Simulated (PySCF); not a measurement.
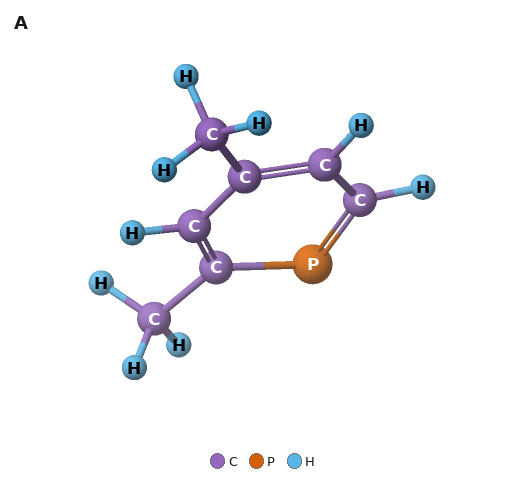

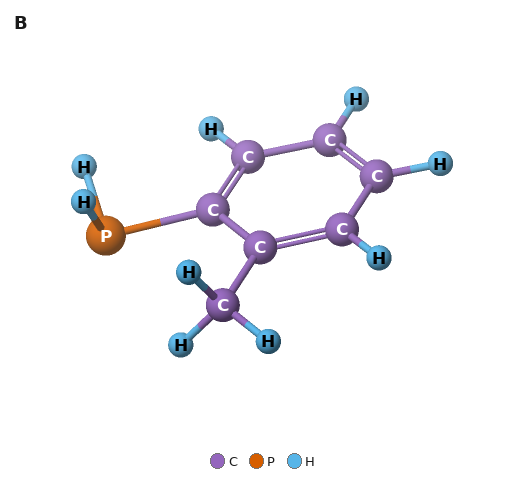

2 stationary structures of one formula. Geometries: GFN2-xTB. Electronic energies: PBE0/pcSseg-1 (PySCF 2.14.0), without zero-point energy. No frequency run is at hand to confirm each as a minimum.

### How are they related?

They are constitutional isomers of C7H9P: A `Cc1ccpc(C)c1`, B `Cc1ccccc1P`.

### Which is lowest in energy, and by how much?

A is lowest; B lies 8.2 kJ/mol above it.

The geometry is semi-empirical. Around P such bond lengths and angles can be off by a tenth of an ångström or more and by several degrees, and values that hang on the shape move with them.
